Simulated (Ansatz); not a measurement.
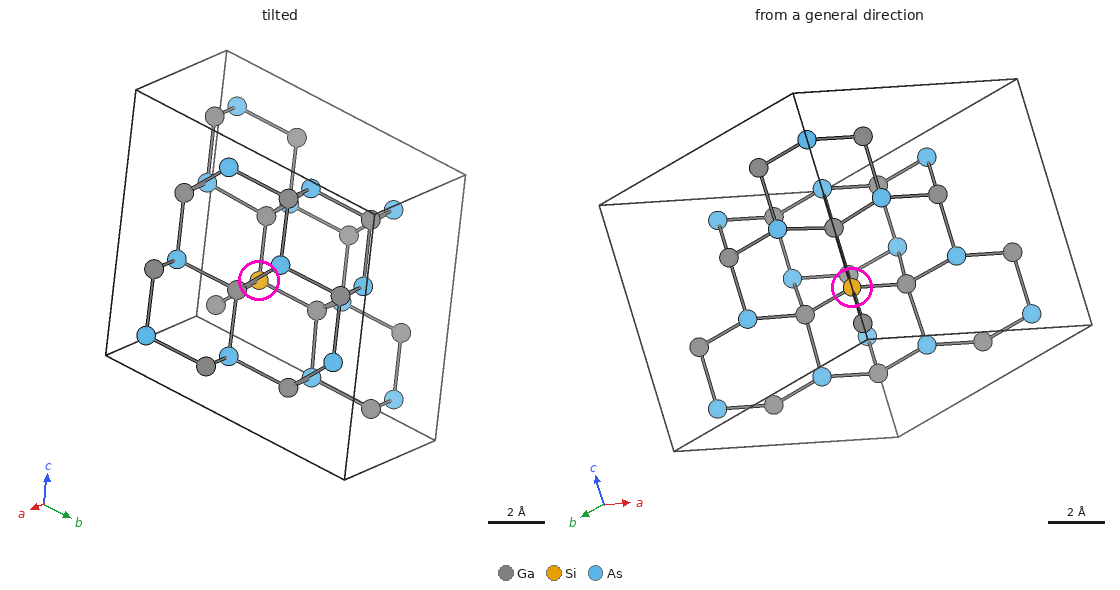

Shown here is a ball-and-stick view of the crystal, taken slightly off an axis and from a general direction. Lines trace the edges of the supercell. The host is GaAs, in a cell of 32 sites, and the cell carries a charge of -1. A ring marks the defect's site.

Q: Name the defect and give its surroundings.

A: Silicon on an arsenic site (a substitutional impurity). It is bonded to four Ga in a tetrahedral arrangement at about 2.4 Å.

The atoms were relaxed in the host's cell with DFT LDA, scalar-relativistic, plane waves, PAW (Ansatz).
